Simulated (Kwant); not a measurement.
Device: π system c1ccsc1 between two chain leads. The π system is taken as planar. Atoms are numbered from 0 in the order of the SMILES. Site energies (eV, carbon 0): [0.0, 0.0, 0.0, -2.97, 0.0]. Bonds (i, j, β in eV): (0,1,-2.7) (1,2,-2.7) (2,3,-1.89) (3,4,-1.89) (4,0,-2.7). Leads: chains of hopping −4.1 eV, joined by −1.4 eV to atoms 0 and 1.

Site energies and bond integrals are typed Hückel values.

Kwant, Hückel tight-binding model, one pz orbital an atom, one spin, coherent transport at 0 K. Conductance is in e²/h.

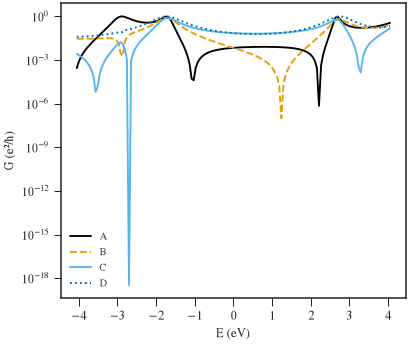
Fig. 1. G (e²/h) of 4 runs

```tsv
E (eV)	A	B	C	D
-4.050	0.00028	0.029	0.0027	0.040
-3.618	0.021	0.030	7.5e-5	0.046
-3.132	0.39	0.030	0.0047	0.067
-2.646	0.63	0.063	0.00084	0.14
-2.160	0.38	0.21	0.086	0.41
-1.674	0.86	0.75	0.77	0.98
-1.242	0.0049	0.14	0.25	0.37
-0.7560	0.0023	0.033	0.11	0.14
-0.2700	0.0058	0.012	0.079	0.084
0.2160	0.0075	0.0045	0.067	0.064
0.7020	0.0081	0.0013	0.065	0.060
1.188	0.0077	1.5e-5	0.072	0.070
1.620	0.0061	0.0015	0.091	0.10
2.106	0.00090	0.022	0.16	0.22
2.592	0.38	0.43	0.54	0.81
3.078	0.19	0.27	0.020	0.51
3.564	0.18	0.16	0.018	0.20
4.050	0.36	0.26	0.15	0.22
```

Task: Column A is the base. The others each differ by one change: contacts moved from atoms [0, 1] to [0, 2]; contacts moved from atoms [0, 1] to [0, 4]; contacts moved from atoms [0, 1] to [2, 4]. Which is which?

Result: B: contacts moved from atoms [0, 1] to [0, 2]; C: contacts moved from atoms [0, 1] to [0, 4]; D: contacts moved from atoms [0, 1] to [2, 4].
